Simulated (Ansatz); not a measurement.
## Fields on a plane of CaF2 (fluorite)

```xyz
3
Lattice="0.0000 2.7196 2.7196 2.7196 0.0000 2.7196 2.7196 2.7196 0.0000" Properties=species:S:1:pos:R:3 pbc="T T T"
Ca     0.0000     0.0000     0.0000
F      1.3598     1.3598     1.3598
F      4.0794     4.0794     4.0794
```

The slice is a {111} plane (indices of the conventional cell) through the point (0.250, 0.250, 0.250) (fractional), spanned by u = [100] and v = [-1 2 0] in vectors of this cell: u (3.85 Å) and v (6.66 Å, at 90° to u). It covers one period; positions are fractions (u, v).

Atoms on it: F at (0.00, 0.00); F at (0.50, 0.50). Other atoms lie within 1 Å of the plane.

Calculation: r2SCAN (plane waves to 500 eV, PAW, scalar-relativistic; Ansatz, an electronic-structure program). k mesh 11×11×11. Inside the PAW spheres the values are not all-electron values, and peaks at nuclei hang on which shells count as valence. CaF2 was relaxed with its symmetry unable to fall.

```
|xx@- .:. -@x|
|@@* .*#+. *@|
|*+. -%@%- .+|
|    =%@%=   |
|    .=+=.   |
|            |
|    .---:   |
|   -#@@@#-  |
|   *@xxx@*  |
|   *@xxx@*  |
|:. -@xxx@- .|
|#+. *@@@* .*|
|@%- .+*+. -%|
|@%=       =%|
|+=.       .=|
|            |
|--:       .-|
|@@#-     -#@|
|xx@*     *@x|
|xx@*     *@x|
```
Scale: ten equal steps from 0.01 (start of ' ') to 0.81 (end of '@'), in the order ' .:-=+*#%@'. Values: electron localisation function (ELF). The map has 12 points along u (one character each, u = 0 at the left) and 20 along v (v = 0 in the bottom row). Points within 0.5 Å of a nucleus are blanked (x), as the pseudised field means little there.

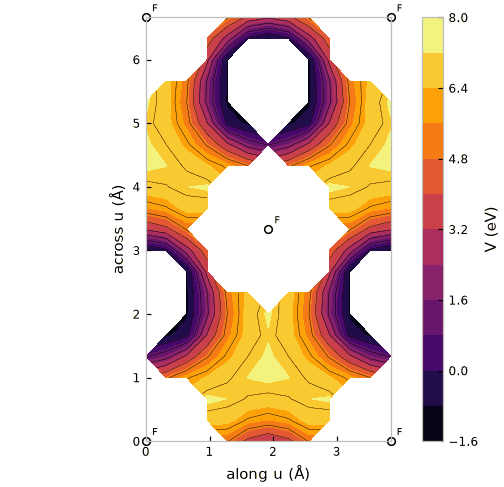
Figure. Electrostatic potential energy of an electron, from the cell's mean, in eV, one period of the plane, atoms marked. Points within 1 Å of a nucleus are left white, as the pseudised field means little there. Values under -1 eV are set to -1. The zero, the cell's mean, hangs on the PAW cores.
